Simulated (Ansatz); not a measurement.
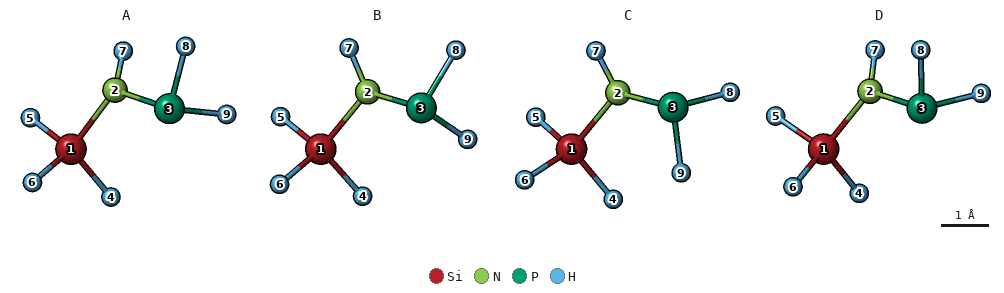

4 geometries from a converged minimum-energy path of SiPNH$_{6}$, shuffled. A ball-and-stick model, seen from a free direction.

All numbers below come from Ansatz, RKS PBE-D4/def2-TZVP. Settings: 9 movable images; climbing image; force threshold 0.05 eV/Å; iteration limit 60; starting path through a guess of the saddle point.

One of them is the converged climbing image. Which?

B. In order along the path, whose images run from 0 to 10: C (image 3, +13.4 kJ/mol), B (image 5, +25.9 kJ/mol), A (image 7, +7.8 kJ/mol), D (image 8, +4.7 kJ/mol). The motion is a rotation about the N2–P3 bond by about 185°. No bond forms or breaks between the ends. Among the angles between lasting bonds that change up to the highest image: N2–Si1–H6 111.0° → 114.6°, Si1–N2–H7 119.7° → 116.4°.
